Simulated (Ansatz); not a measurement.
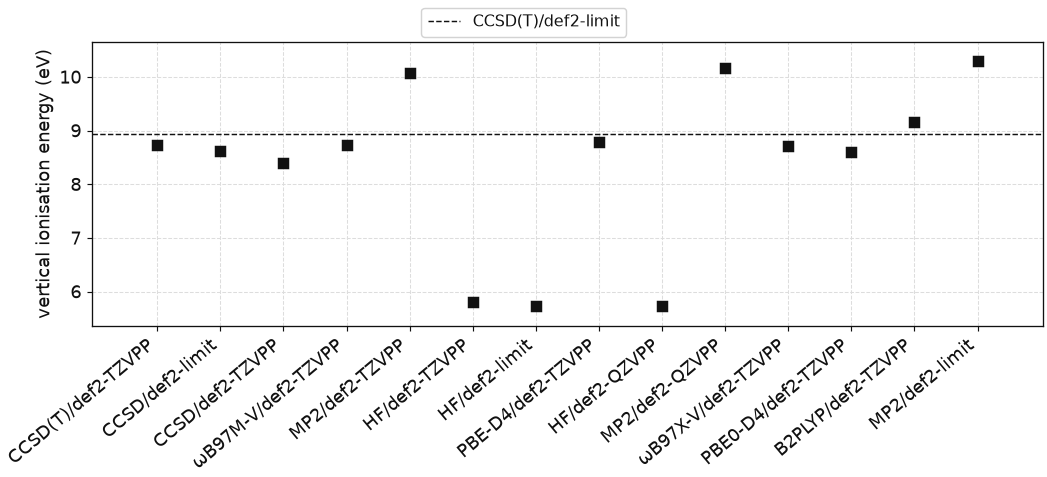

Vertical ionisation energy of C₃H₉CuFP, SMILES C[P+](C)(C)[Cu-][F], singlet, taken as the energy of the cation less that of the neutral at fixed geometry (unrestricted doublet cation, cores frozen in correlated methods, no spin-orbit coupling), the Ansatz code 0.2.0, at a PBE0-D4/def2-TZVP geometry (a minimum by its frequencies). Choice of cores on heavy atoms: Zn/Cu 3s3p. Limit means an estimate of the basis limit from triple and quadruple zeta; for coupled cluster it is either extrapolated directly or built as the MP2 limit plus the step from MP2 in triple zeta. B2PLYP/def2-TZVPP holds a correlation term that converges slowly with the basis, so part of the distance to the limit is basis error. The distance of CCSD(T)/def2-TZVPP, CCSD/def2-TZVPP, MP2/def2-TZVPP and MP2/def2-QZVPP to the limit includes basis error.

What range do the values span, the line included?

Answer. From 5.72 eV (HF/def2-limit) to 10.29 eV (MP2/def2-limit).

Give the values.

Answer.
```tsv
level	eV	less CCSD(T)/def2-limit
CCSD(T)/def2-TZVPP	8.73	−0.22
CCSD/def2-limit	8.62	−0.33
CCSD/def2-TZVPP	8.40	−0.54
ωB97M-V/def2-TZVPP	8.73	−0.22
MP2/def2-TZVPP	10.08	1.13
HF/def2-TZVPP	5.81	−3.14
HF/def2-limit	5.72	−3.22
PBE-D4/def2-TZVPP	8.78	−0.16
HF/def2-QZVPP	5.73	−3.21
MP2/def2-QZVPP	10.17	1.23
ωB97X-V/def2-TZVPP	8.72	−0.23
PBE0-D4/def2-TZVPP	8.60	−0.34
B2PLYP/def2-TZVPP	9.16	0.21
MP2/def2-limit	10.29	1.35
CCSD(T)/def2-limit	8.95	0.00
```

Limits of at least one run: no scalar relativity up to krypton.
